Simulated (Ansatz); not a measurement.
**What PbO2 (PbO2, Fm-3m) distorts into**

Aim: this structure of PbO2 (PbO2, Fm-3m) is to be tested for unstable modes, and one is followed downhill.

Main program and level: Ansatz 0.2.0; DFT PBEsol, scalar-relativistic, plane waves, PAW; PAW set soft_1.

The database entry behind the starting cell lists a pressure of 16.0 GPa, so it need not match the best structure at ambient conditions.

## Step 1: The starting structure

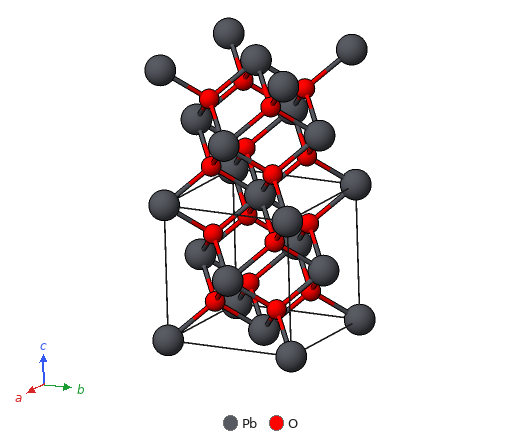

The starting structure, seen slightly off an axis (lead dark grey, oxygen red). 1×1×2 cells are drawn. This picture shows the conventional cell, with its axes. Some periodic images of atoms are drawn too.

## Step 2: Phonons on a q mesh

The cell comes from relaxations at this level that are not shown. Stability and thermal properties need the whole zone. Linear response on a 4×4×4 q mesh gives force constants as far as a supercell of that size would.

File input.yaml:

```yaml
crystal:
  lattice:
    - [0.0, 2.6644545098, 2.6644545098]
    - [2.6644545098, 0.0, 2.6644545098]
    - [2.6644545098, 2.6644545098, 0.0]
  atoms:
    - { symbol: Pb, position: [0.0, 0.0, 0.0] }
    - { symbol: O, position: [0.25, 0.25, 0.25] }
    - { symbol: O, position: [0.75, 0.75, 0.75] }
kpoints:
  mp_grid: { grid: [16, 16, 16] }
hamiltonian:
  xc: pbesol
  pseudopotentials: { kind: paw, azcp: { folder: soft_1 }, xc_functional: pbe }
scf:
  occupations: { method: methfessel_paxton, width: 0.2 }
output:
  eigenvalues: true
phonons:
  method: dfpt
  qmesh: [4, 4, 4]
  temperatures: { t_max: 1000, t_step: 50 }
  qpath:
    path:
      - [[0.0, 0.0, 0.0], [0.5, 0.0, 0.5], [0.625, 0.25, 0.625]]
      - [[0.375, 0.375, 0.75], [0.0, 0.0, 0.0], [0.5, 0.5, 0.5], [0.5, 0.25, 0.75], [0.5, 0.0, 0.5]]
    npoints: 10
```

Run with:

```bash
$ ansatz run input.yaml --threads 4 --pin off --max-ram 10240MiB --backend cpu --events-out ev --progress --plain --runs-dir out
```

Numbers of over 12 decimals in the logs are rounded to 6 here.

Log:

```text
Warning: phonons: the dynamical matrix that this run interpolates holds no multipole term above the dipole-dipole one, and a site of this crystal is no centre of inversion, so its interpolated transverse optical and acoustic branches and sound speeds can stay off near Gamma, and the density of states and the thermodynamics with them. What a run solves at a wave vector of phonons.qpoints, Gamma apart, where the deck admits one, is free of this, and under fd what a larger phonons.supercell samples
Engine: ansatz 0.2.0, aarch64-unknown-linux-gnu
Pseudopotentials: kind: paw
Pseudopotential: Pb, paw, valence charge 14, recommended cutoff 420 eV (normal), soft_1/Pb.paw.azcp
Pseudopotential: O, paw, valence charge 6, recommended cutoff 420 eV (normal), soft_1/O.paw.azcp
Functional definition: PBEsol
  exchange = pbesol_x
  correlation = pbesol_c
Crystal: 3 atoms, lattice volume = 37.832 Å³
Basis set: ecut = 420 eV, 725 PW (Γ), exchange–correlation on 54×54×54 points (8 copies of the dense FFT grid, shifted against one another)
Bands: 17, of which v1, the nominal top of the filled ones, is band 13 counted from 1 (12 counted from 0)
Symmetry: 48 space group operations
k-points: 145 of 4096
Non-local potential: Pb, projectors of the file, l = 0: 2, l = 1: 2, l = 2: 2, l = 3: 1
Non-local potential: O, projectors of the file, l = 0: 2, l = 1: 2, l = 2: 1
PAW form: soft (Blöchl's): semilocal exchange-correlation on the pseudo side does not see the compensation charge
PAW frozen core: Pb, regenerated for the run's functional, and the local potential with it (the file was generated under x = pbe(κ = 0.804, μ = 0.219515), c = pbe(β = 0.066725))
PAW frozen core: O, regenerated for the run's functional, and the local potential with it (the file was generated under x = pbe(κ = 0.804, μ = 0.219515), c = pbe(β = 0.066725))
PAW one-centre angular grid: Pb, 590 points (default); XC on 64 Gauss nodes
PAW one-centre angular grid: O, 110 points (default); XC on 64 Gauss nodes
Initial density: superposition of atomic densities (chi_scale 0.1, normalization cell, long waves kept (reshape's long-wave potential 0.00 eV rms))
Initial wavefunctions: pseudopotential atomic-orbital guess
Functional: x = pbesol(κ = 0.804, μ = 0.123457), c = pbesol(β = 0.046)
SCF iter   1: F=—  HF=-12876.463689 eV  |F-HF|=—  |Δ(HF+E_count)|=         —  Δρ=6.71e-2  dr2=1.49e0  ethr=3.10e-3  ⟨swp⟩=6.0  Hψ=12856  notcnv=0
preconditioner: auto → Kerker (q_TF=auto, 2.563 Å⁻¹)  [metal: Δε(μ)=0.015 eV  Ē_g=17.117 eV  σ=0.200 eV  W_gap=0.06  n_scr=14 (ndim 8)  ℏωp=30.8 eV  f_vac=0.002  D(μ)=0.52/eV (n_scr^D=0)]
SCF iter   2: F=—  HF=-12876.253056 eV  |F-HF|=—  |Δ(HF+E_count)|=   2.11e-1  S|Δr|=    0.00e0  Δρ=4.04e-2  dr2=5.56e-1  ethr=3.10e-3  ⟨swp⟩=2.0  Hψ=4161  notcnv=0
SCF iter   3: F=—  HF=-12876.101859 eV  |F-HF|=—  |Δ(HF+E_count)|=   1.51e-1  S|Δr|=    0.00e0  Δρ=5.98e-3  dr2=1.76e-2  ethr=2.14e-3  ⟨swp⟩=2.9  Hψ=4672  notcnv=0
SCF iter   4: F=—  HF=-12876.107103 eV  |F-HF|=—  |Δ(HF+E_count)|=   5.24e-3  S|Δr|=    0.00e0  Δρ=2.16e-3  dr2=2.92e-3  ethr=6.77e-5  ⟨swp⟩=1.2  Hψ=3711  notcnv=0
SCF iter   5: F=—  HF=-12876.109285 eV  |F-HF|=—  |Δ(HF+E_count)|=   2.18e-3  S|Δr|=    0.00e0  Δρ=6.41e-4  dr2=2.46e-4  ethr=1.12e-5  ⟨swp⟩=2.1  Hψ=3317  notcnv=0
SCF iter   6: F=—  HF=-12876.109653 eV  |F-HF|=—  |Δ(HF+E_count)|=   3.67e-4  S|Δr|=    0.00e0  Δρ=1.79e-4  dr2=1.29e-5  ethr=9.45e-7  ⟨swp⟩=2.1  Hψ=3360  notcnv=0
SCF iter   7: F=—  HF=-12876.109668 eV  |F-HF|=—  |Δ(HF+E_count)|=   1.55e-5  S|Δr|=    0.00e0  Δρ=5.05e-5  dr2=5.70e-7  ethr=4.97e-8  ⟨swp⟩=2.0  Hψ=4342  notcnv=0
SCF iter   8: F=—  HF=-12876.109668 eV  |F-HF|=—  |Δ(HF+E_count)|=   8.82e-8  S|Δr|=    0.00e0  Δρ=1.22e-5  dr2=5.99e-8  ethr=2.19e-9  ⟨swp⟩=2.0  Hψ=4147  notcnv=0
SCF iter   9: F=—  HF=-12876.109668 eV  |F-HF|=—  |Δ(HF+E_count)|=   1.88e-8  S|Δr|=    0.00e0  Δρ=3.07e-6  dr2=2.34e-9  ethr=2.31e-10  ⟨swp⟩=2.6  Hψ=4688  notcnv=0
SCF iter  10: F=—  HF=-12876.109668 eV  |F-HF|=—  |Δ(HF+E_count)|=   3.64e-9  S|Δr|=    0.00e0  Δρ=3.68e-7  dr2=3.91e-11  ethr=9.00e-12  ⟨swp⟩=2.3  Hψ=4339  notcnv=0
SCF iter  11: F=-12876.109668 eV  HF=-12876.109668 eV  |F-HF|=2.55e-11  |Δ(HF+E_count)|=  1.46e-10  S|Δr|=    0.00e0  Δρ=9.33e-8  dr2=1.76e-12  ethr=1.00e-12  ⟨swp⟩=8.4  Hψ=14291  notcnv=0
SCF 1 converged in 11 iterations: F = -12876.109668 eV  dr2 = 1.76e-12
  greatest PAW one-centre occupation: 0.986 electrons in one spin orbital (limit 2), on the Pb atom at site 0 (counted from 0), in its partial waves of l = 2
Initial density: read from a saved state, or passed on in memory by an earlier SCF of this step, an earlier step, the calling program or the single point that the run made first
iter 1 solved again at ethr=1.99e-8 eV; its pass at ethr=3.10e-3 eV (dr2=5.17e-6 eV) is discarded
SCF iter   1: F=—  HF=-12876.109668 eV  |F-HF|=—  |Δ(HF+E_count)|=         —  Δρ=7.37e-7  dr2=1.59e-10  ethr=1.99e-8  ⟨swp⟩=4.5  Hψ=21585  notcnv=0
eigensolver tolerance schedule: the retry pair's looser diagonalisation over-reported the residual by 32543.89 of it (diagonalisation noise at 0.26 of the residual, at the tolerance the schedule requests for it); recorded, not acted on — ethr = c·dr2/N_el stays at c = 1.0e-1
preconditioner: auto → Kerker (q_TF=auto, 2.563 Å⁻¹)  [metal: Δε(μ)=0.013 eV  Ē_g=16.902 eV  σ=0.200 eV  W_gap=0.06  n_scr=14 (ndim 8)  ℏωp=30.8 eV  f_vac=0.050  D(μ)=0.65/eV (n_scr^D=0)]
SCF iter   2: F=—  HF=-12876.109668 eV  |F-HF|=—  |Δ(HF+E_count)|=   3.74e-7  S|Δr|=    0.00e0  Δρ=6.22e-7  dr2=1.03e-10  ethr=1.00e-12  ⟨swp⟩=4.2  Hψ=6752  notcnv=0
SCF iter   3: F=—  HF=-12876.109668 eV  |F-HF|=—  |Δ(HF+E_count)|=  1.64e-11  S|Δr|=    0.00e0  Δρ=3.24e-7  dr2=2.79e-11  ethr=1.00e-12  ⟨swp⟩=1.0  Hψ=2465  notcnv=0
SCF iter   4: F=-12876.109668 eV  HF=-12876.109668 eV  |F-HF|=5.46e-12  |Δ(HF+E_count)|=  5.46e-12  S|Δr|=    0.00e0  Δρ=1.10e-7  dr2=3.23e-12  ethr=1.00e-12  ⟨swp⟩=3.1  Hψ=8239  notcnv=0
SCF 2 converged in 4 iterations: F = -12876.109668 eV  dr2 = 3.23e-12
phonons: the bands overlap, so this run is a metal and interpolates without the dipole-dipole term. If the crystal is really an insulator or semiconductor, its LO-TO splitting is missing
NSCF: frozen V_eff on 145 k-points
NSCF: frozen V_eff on 349 k-points
DFPT response loops at q = (0, 0, 0) (fractional): preconditioner auto → Kerker (q_TF=auto, 2.563 Å⁻¹) (partly filled bands, converged f_vac=0.050); β = 1.00, the filter's whole step (`scf.mixing.beta` (0.50) is not read by the response loops under this deck's `scf.mixing.preconditioner`; to damp them name `kerker` or `kerker_dos`, under which they read `scf.mixing.beta`, and type it under 1.00, their step now; both keys bind the ground state too); Broyden in place of MSR1
NSCF: frozen V_eff on 4352 k-points
DFPT response loops at q = (0, 0, 0.25) (fractional): mixed as the last ones told, above
NSCF: frozen V_eff on 2196 k-points
DFPT response loops at q = (0, 0, -0.5) (fractional): mixed as the last ones told, above
NSCF: frozen V_eff on 2320 k-points
DFPT response loops at q = (0, 0.25, 0.25) (fractional): mixed as the last ones told, above
NSCF: frozen V_eff on 8192 k-points
DFPT response loops at q = (0, 0.25, -0.5) (fractional): mixed as the last ones told, above
NSCF: frozen V_eff on 4352 k-points
DFPT response loops at q = (0, 0.25, -0.25) (fractional): mixed as the last ones told, above
NSCF: frozen V_eff on 1242 k-points
DFPT response loops at q = (0, -0.5, -0.5) (fractional): mixed as the last ones told, above
NSCF: frozen V_eff on 2320 k-points
DFPT response loops at q = (0.25, -0.5, -0.25) (fractional): mixed as the last ones told, above
SCF converged after 11 iterations
Stability not checked: this state was not tested for a lower state beside it, because cold or Methfessel-Paxton smearing, or corrected tetrahedra, fill the levels in a way that the test cannot read (fill_not_monotonic; see scf.lower_state_search)
Free energy (F): -12876.109668 eV
Harris-Foulkes:  -12876.109668 eV  (|F-HF|=2.55e-11)
Internal energy: -12876.113667 eV  (E = F + TS)
E sigma→0 (E₀):  -12876.110668 eV
Entropy (-TS):   0.003999 eV (1.333 meV/atom)
Fermi energy:    10.316335 eV
--- Per-component energies (eV) ---
  E_band       = 10.854545
  E_kinetic    = 630.169032
  E_local      = -1424.573543  (includes V_loc(G=0)·N_el)
  E_nonlocal   = 420.106466
  E_hartree    = 536.917956
  E_xc         = -339.737199
  E_vxc        = -312.974958  (∫ρ·V_xc dr)
  E_paw        = -10568.932617  (= ΣΔE_a)
  E_vpaw       = -375.709879  (= ΣTr[D̂ρ^β])
  E_aug_tail   = 0.001506  (compensation charges beyond the density's cutoff)
  E_ewald      = -2130.198013
  E_core_change = 0.132746  (= ΣΔE_core)
  E_smearing   = 0.003999  (= −TS)
  E_closure    = 0.000000  (closes the sum)
  Σ components = -12876.109668   (vs F -12876.109668, Δ=0.00e0)
--- Band table (eV; the first three rows and the last of 145) ---
  k-point 0: bands = [... 9 lower, 8.2828, 8.2828, 9.0344, 9.0344, 9.0344, 17.3128, 17.3128, 17.3128]
  k-point 1: bands = [... 9 lower, 8.2418, 8.2418, 9.0304, 9.0304, 9.5626, 17.2046, 17.4013, 17.4013]
  k-point 2: bands = [... 9 lower, 8.1294, 8.1294, 9.0162, 9.0162, 10.3742, 16.9998, 17.6569, 17.6569]
  k-point 144: bands = [... 9 lower, 7.6072, 7.6072, 9.8958, 10.3560, 12.7806, 19.0910, 19.0910, 19.3383]
--- Phonons (Γ-DFPT): 2 representative perturbations + reference (Σ response iterations 7) ---
  ASR residual: 2.845e-5 → 0.000e0 eV/Å²; symmetrization residual: 3.245e-6 eV/Å²
  ASR residual per site (eV/Å²): 6.17e-6 2.84e-5 2.84e-5
  Γ frequencies (cm⁻¹): 0.00 0.00 0.00 263.89 263.89 263.89 431.57 431.57 431.57
--- Phonons (arbitrary-q DFPT): 8 irreducible q on the 4×4×4 mesh ---
  q = [0.0000, 0.0000, 0.0000] (star 1, of the zone-centre solve; hermiticity 8.95e-7, symmetrization 1.17e-12): -0.00 -0.00 -0.00 263.89 263.89 263.89 431.57 431.57 431.57
  q = [0.0000, 0.0000, 0.2500] (star 8, 2 solved perturbations on 2176 of 4096 k-point pairs; hermiticity 4.11e-7, symmetrization 6.34e-13): 64.03 64.03 100.45 304.01 304.01 399.31 418.06 418.06 435.68
  q = [0.0000, 0.0000, -0.5000] (star 4, 2 solved perturbations on 1098 of 4096 k-point pairs; hermiticity 9.18e-8, symmetrization 2.66e-13): 80.91 80.91 152.24 370.50 370.50 376.75 376.75 431.88 435.97
  q = [0.0000, 0.2500, 0.2500] (star 6, 4 solved perturbations in 3616 linear systems a pass and spin channel, the states on 1160 of 4096 k-point pairs; hermiticity 1.43e-7, symmetrization 4.58e-14): 17.91 17.91 132.79 203.44 203.44 291.42 465.65 465.65 471.48
  q = [0.0000, 0.2500, -0.5000] (star 24, 4 solved perturbations in 12544 linear systems a pass and spin channel, the states on 4096 of 4096 k-point pairs; hermiticity 4.85e-8, symmetrization 1.33e-13): 80.73 102.08 110.38 145.46 214.69 270.23 461.60 474.93 510.76
  q = [0.0000, 0.2500, -0.2500] (star 12, 4 solved perturbations in 6672 linear systems a pass and spin channel, the states on 2176 of 4096 k-point pairs; hermiticity 2.55e-7, symmetrization 3.49e-13): -38.79 82.19 132.90 143.82 325.57 363.85 406.89 457.16 495.39
  q = [0.0000, -0.5000, -0.5000] (star 3, 4 solved perturbations in 1940 linear systems a pass and spin channel, the states on 621 of 4096 k-point pairs; hermiticity 5.84e-8, symmetrization 5.67e-14): -229.04 -69.95 -69.95 92.87 92.87 177.98 489.46 489.46 538.52
  q = [0.2500, -0.5000, -0.2500] (star 6, 4 solved perturbations in 3498 linear systems a pass and spin channel, the states on 1160 of 4096 k-point pairs; hermiticity 2.95e-7, symmetrization 1.20e-13): -189.04 -148.99 95.33 134.27 134.27 385.40 385.40 514.48 518.71
  sum rule: each row above includes the acoustic sum rule's correction from the zone centre's row sums; it moved no ω² by more than (0.70 cm⁻¹)²
  mesh force constants: q→R imaginary residual 5.73e-18; ASR residual 2.845e-5 → 0.000e0 eV/Å²; symmetrization residual 8.882e-15 eV/Å²
  interpolated dispersion: 62 rows × 9 modes
  density of states and harmonic sums: on the 20×20×20 q-mesh, interpolated from the force constants of a 4×4×4 supercell (no non-analytic term)
  largest difference from the sums on the solved wave vectors: F 1.62e-2 eV, S 2.05e-5 and C_V 6.59e-6 eV/K
  zero-point energy: 0.146132 eV/cell   skipped modes (ω ≤ 0): 142, of them read as no rigid motion or as one in doubt: 139 (5.126e-1 modes/cell left out, lowest -229.04 cm⁻¹)   left out of the sums: 5.70e-2 of the cell's modes: C_V's classical limit lies that fraction below 3 k_B per atom; for a crystal, a wire or a layer, F and S can be off by more, and a phonons.interpolated_qmesh denser along its periods is the remedy for the sampling
```

The job ended after 12 min (4 threads of Arm Neoverse V1, shared host; peak memory 5.2 GiB).

This step gave:

```
volume per atom                                         : 12.61 Å³
gap on the k-mesh                                       : 0 eV
sum-rule residual before enforcement                    : 2.84e-5 eV/Å²
lowest frequency on the path                            : -229.0 cm⁻¹
point group                                             : m-3m
highest frequency on the path or at a solved wavevector : 538.5 cm⁻¹
highest optical mode at the zone centre (no LO-TO term) : 431.6 cm⁻¹
lowest optical zone-centre mode                         : 263.9 cm⁻¹
lowest mode on the q mesh (acoustic modes at Γ apart)   : -229.0 cm⁻¹
```

Frequencies (cm⁻¹) solved at each irreducible wavevector; negative means imaginary. Frequencies by wavevector, by row:

| q in reciprocal lattice units | star | mode 1 | mode 2 | mode 3 | mode 4 | mode 5 | mode 6 | mode 7 | mode 8 | mode 9 |
| --- | --- | --- | --- | --- | --- | --- | --- | --- | --- | --- |
| 0 0 0 | 1 | 0 | 0 | 0 | 263.9 | 263.9 | 263.9 | 431.6 | 431.6 | 431.6 |
| 0 0 0.25 | 8 | 64 | 64 | 100.5 | 304 | 304 | 399.3 | 418.1 | 418.1 | 435.7 |
| 0 0 -0.5 | 4 | 80.9 | 80.9 | 152.2 | 370.5 | 370.5 | 376.8 | 376.8 | 431.9 | 436 |
| 0 0.25 0.25 | 6 | 17.9 | 17.9 | 132.8 | 203.4 | 203.4 | 291.4 | 465.6 | 465.6 | 471.5 |
| 0 0.25 -0.5 | 24 | 80.7 | 102.1 | 110.4 | 145.5 | 214.7 | 270.2 | 461.6 | 474.9 | 510.8 |
| 0 0.25 -0.25 | 12 | -38.8 | 82.2 | 132.9 | 143.8 | 325.6 | 363.9 | 406.9 | 457.2 | 495.4 |
| 0 -0.5 -0.5 | 3 | -229 | -70 | -70 | 92.9 | 92.9 | 178 | 489.5 | 489.5 | 538.5 |
| 0.25 -0.5 -0.25 | 6 | -189 | -149 | 95.3 | 134.3 | 134.3 | 385.4 | 385.4 | 514.5 | 518.7 |

Interpolated from a 4×4×4 q mesh. The phonon branches at the labelled points (cm⁻¹):

| point | branch 1 | branch 2 | branch 3 | branch 4 | branch 5 | branch 6 | branch 7 | branch 8 | branch 9 |
| --- | --- | --- | --- | --- | --- | --- | --- | --- | --- |
| Γ | 0 | 0 | 0 | 264 | 264 | 264 | 432 | 432 | 432 |
| X | -229 | -70 | -70 | 93 | 93 | 178 | 490 | 490 | 538 |
| U | -197 | 90 | 118 | 145 | 183 | 245 | 468 | 481 | 528 |
| jump to K | -197 | 90 | 118 | 145 | 183 | 245 | 468 | 481 | 528 |
| Γ | 0 | 0 | 0 | 264 | 264 | 264 | 432 | 432 | 432 |
| L | 81 | 81 | 152 | 370 | 370 | 377 | 377 | 432 | 436 |
| W | -189 | -149 | 95 | 134 | 134 | 385 | 385 | 514 | 519 |
| X | -229 | -70 | -70 | 93 | 93 | 178 | 490 | 490 | 538 |

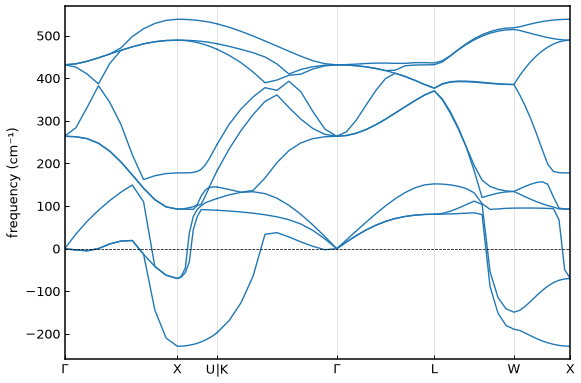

Phonon branches along the path.

Symmetry leaves 8 wavevectors to solve. The lowest mode among them, the acoustic zeros apart, lies at q = (0, -0.5, -0.5) and is imaginary, 229.0i cm⁻¹, so the energy falls along it.

## Step 3: The mode frozen in, largest atomic shift 0 Å

The mode followed lies at q = (0.25, -0.5, -0.25) with frequency 189.0i cm⁻¹, one of the unstable modes though not the softest. At small amplitude the distorted cell has space group no. 142 by a symmetry search on the positions. The undistorted cell that holds it gives the zero of energy on the same k mesh.

System of this step: PbO2. It takes space group Fm-3m (No. 225, cubic). The conventional cell has a = 5.329 Å, b = 5.329 Å, c = 5.329 Å, α = 90.00°, β = 90.00°, γ = 90.00°. Nearest to Pb lie 8 O at 2.31 Å. O has 4 Pb at 2.31 Å nearest. Farther neighbours and most contacts between anions are not listed.

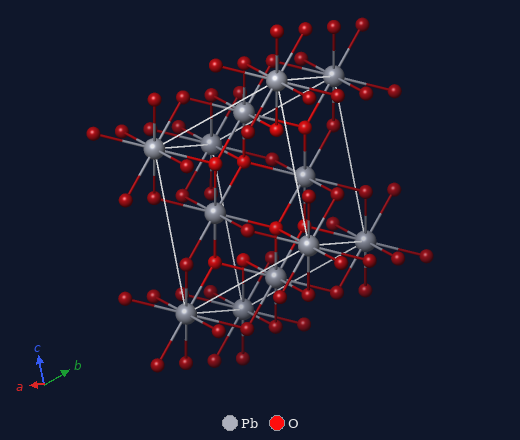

The cell of this step (lead light grey, oxygen red). Some periodic images of atoms are drawn too.

File input.yaml:

```yaml
crystal:
  lattice:
    - [0.0, 0.0, -5.3289090196]
    - [5.3289090196, 0.0, 0.0]
    - [2.6644545098, -5.3289090196, -2.6644545098]
  atoms:
    - { symbol: Pb, position: [0.5, 0.5, 0.0] }
    - { symbol: Pb, position: [0.0, 0.0, 0.0] }
    - { symbol: Pb, position: [0.25, 0.75, 0.5] }
    - { symbol: Pb, position: [0.75, 0.25, 0.5] }
    - { symbol: O, position: [0.625, 0.625, 0.25] }
    - { symbol: O, position: [0.125, 0.125, 0.25] }
    - { symbol: O, position: [0.375, 0.875, 0.75] }
    - { symbol: O, position: [0.875, 0.375, 0.75] }
    - { symbol: O, position: [0.375, 0.375, 0.75] }
    - { symbol: O, position: [0.875, 0.875, 0.75] }
    - { symbol: O, position: [0.125, 0.625, 0.25] }
    - { symbol: O, position: [0.625, 0.125, 0.25] }
kpoints:
  mp_grid: { grid: [8, 8, 8] }
hamiltonian:
  xc: pbesol
  pseudopotentials: { kind: paw, azcp: { folder: soft_1 }, xc_functional: pbe }
scf:
  occupations: { method: methfessel_paxton, width: 0.2 }
output:
  forces: true
  stress: true
  eigenvalues: true
```

Log:

```text
[...]
Crystal: 12 atoms, lattice volume = 151.326 Å³
Basis set: ecut = 420 eV, 2953 PW (Γ), exchange–correlation on 72×72×90 points (8 copies of the dense FFT grid, shifted against one another)
Bands: 64, of which v1, the nominal top of the filled ones, is band 52 counted from 1 (51 counted from 0)
Symmetry: 64 space group operations
[...]
k-points: 59 of 512
[...]
k-point 0: bands = [... 48 lower, 10.0564, 10.1927, 10.1927, 10.3570, 10.3570, 12.1416, 12.7809, 12.7809, ... 8 higher]
  k-point 1: bands = [... 48 lower, 9.9756, 10.1577, 10.1577, 10.3409, 10.3409, 12.1273, 12.6853, 12.6853, ... 8 higher]
  k-point 2: bands = [... 48 lower, 10.0587, 10.0587, 10.2953, 10.2953, 10.3172, 12.0618, 12.4577, 12.4577, ... 8 higher]
  k-point 58: bands = [... 48 lower, 9.3856, 9.3856, 9.3856, 9.3856, 12.9330, 12.9330, 12.9330, 12.9330, ... 8 higher]
[key lines of the parts left out:]
SCF converged after 9 iterations
Free energy (F): -51504.437232 eV
Fermi energy:    10.324155 eV
P = ⅓ Tr σ = -0.0291 GPa (-0.291 kbar)
```

Elapsed: 13 s, on 4 threads; peak memory 0.75 GiB; 49 s of CPU time.

Numbers from this step:

```
pressure                         : -0.02913 GPa
energy from the undistorted cell : 0 meV/atom
```

The run ends at a pressure of -0.03 GPa.

(Part 1 of 3 ends here.)

[Logs are printed without paths, hosts, clocks, repeated set-up lines and the standing remarks that a program may print on its own settings, such as how far it seeks lower states.]

[Hosts, paths, dates, database ids (printed as entryN), source tags and the programs' standing remarks are cut or masked in the printed files.]
